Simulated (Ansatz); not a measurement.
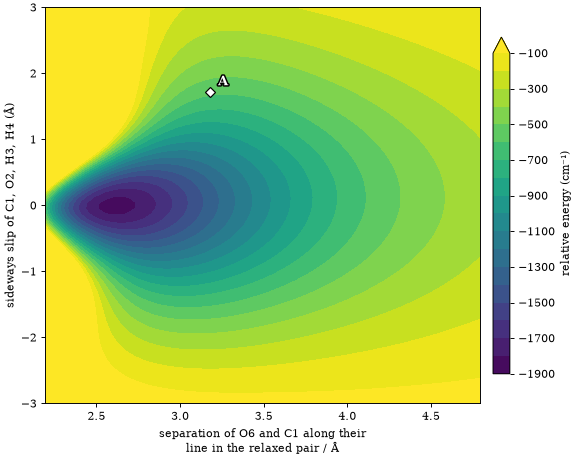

The pair CH₂O···CH₂O. First axis: separation of O6 and C1 along their line in the relaxed pair. Second axis: sideways slip of C1, O2, H3, H4. Nothing is relaxed (both partners rigid). The grid has 15 × 15 points. Points are written as (first, second). Energies are in cm⁻¹, from the two partners far apart, frozen as in the relaxed pair, each in its own basis (no counterpoise correction). These are results of Ansatz, RKS PBE0-D4/def2-SVPD, not measurements.

The picture shows filled contours, one colour for all values above the top of the scale, the point A. Between grid points the surface is interpolated.

Which way does the force act at A, and how strong is it?

A, at (3.178 Å, 1.71 Å), is not a stationary point. The computed force is 180 cm⁻¹ for each Å towards larger values of the first coordinate and 420 cm⁻¹ for each Å towards smaller values of the second coordinate.
